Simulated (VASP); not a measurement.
Band structure of SnS (sg62). Computed with PBE GGA, VASP's PBE PAW potentials (set 64) (plane waves; VASP 6.6.1).

Unless said otherwise, spin-orbit coupling is left out, though it shifts the bands of the heavy elements here.

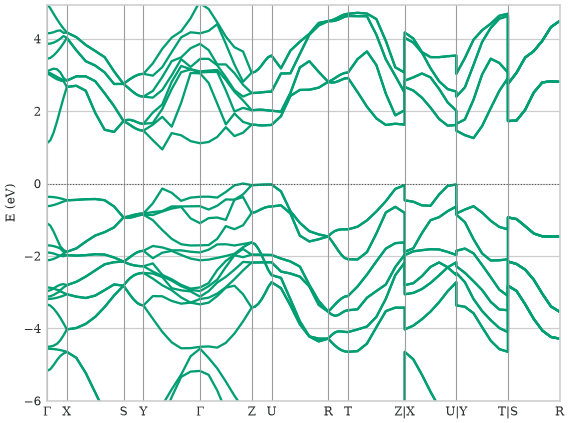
Fig. 1. Bands along high-symmetry lines, zero at the valence-band maximum or, without a gap, the Fermi level

Q: Read the plot: is there a gap, and where are the band edges?

A: The gap is indirect, 0.94 eV, from the valence maximum at Γ-Z at 0.83 to the conduction minimum at Y-Γ at 0.33. (Edges off the drawn lines would not show.)

The compound is SnS in the sg62 structure. It was relaxed first, which changed the volume by +6 %.
